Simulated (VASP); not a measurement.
```
CaSe
1.0
    0.00000     2.95754     2.95754
    2.95754     0.00000     2.95754
    2.95754     2.95754     0.00000
Ca Se
1 1
Direct
  0.00000   0.00000   0.00000
  0.50000   0.50000   0.50000
```

All values below come from PBE GGA with D3 dispersion (zero damping), VASP's PBE PAW potentials (set 64) (plane waves; VASP 6.6.1). Settings: 520 eV cut-off, 9×9×9 Γ-centred mesh, tetrahedra with Blöchl corrections, potentials Ca_sv Se.

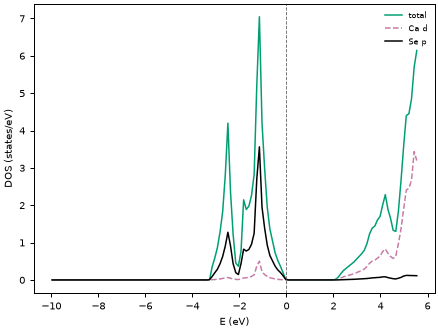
*Total and projected density of states, zero at the valence-band maximum*

Within 2 eV below the valence-band maximum the largest weight inside VASP's projection spheres is Se p.

It has a band gap.

The compound is CaSe in the rock salt structure. It was relaxed first.
